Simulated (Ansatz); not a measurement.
BH5O

```yaml
atoms:
  - { symbol: B, position_ang: [-0.6090, -0.2303, -0.2862] }
  - { symbol: H, position_ang: [-0.3964, -1.3170, -0.7594] }
  - { symbol: H, position_ang: [-0.9857, 0.6131, -1.0589] }
  - { symbol: H, position_ang: [-1.1713, -0.2357, 0.7855] }
  - { symbol: H, position_ang: [1.3311, -0.3005, 0.7316] }
  - { symbol: O, position_ang: [0.9480, 0.3023, 0.0843] }
  - { symbol: H, position_ang: [0.8832, 1.1680, 0.5031] }
```

The reactant side of a reaction path; geometry: PBE0-D4/def2-TZVP.

Theory: Ansatz, RKS PBE0-D4/def2-TZVPP.

Predict the electron density and electron localisation function between the atoms.

B–O (1.69 Å): the density is about 0.89 e/Å³ at the midpoint, with its minimum of 0.55 e/Å³ about 0.5 Å from B; the ELF peaks at about 0.90 between the atoms: a shared but strongly polarised pair.
O–H (0.96 Å): ρ is about 3.9 e/Å³ halfway; the ELF climbs to about 1 towards the hydrogen, as it does in any bond to H (an ordinary covalent bond to hydrogen).
B–H (1.20 Å): the density is about 1.2 e/Å³ at the midpoint; the ELF climbs to about 1 towards the hydrogen; an ordinary covalent bond to hydrogen.

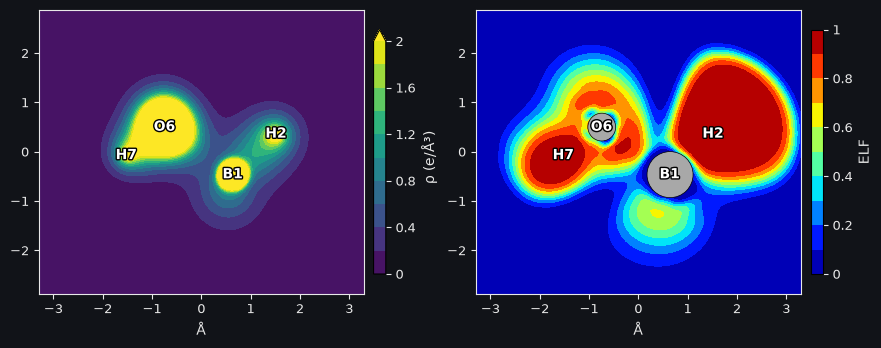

Computed electron density and electron localisation function on the plane of atoms H2, B1 and O6, in this order. Grey discs cover the atomic cores in the ELF map. 
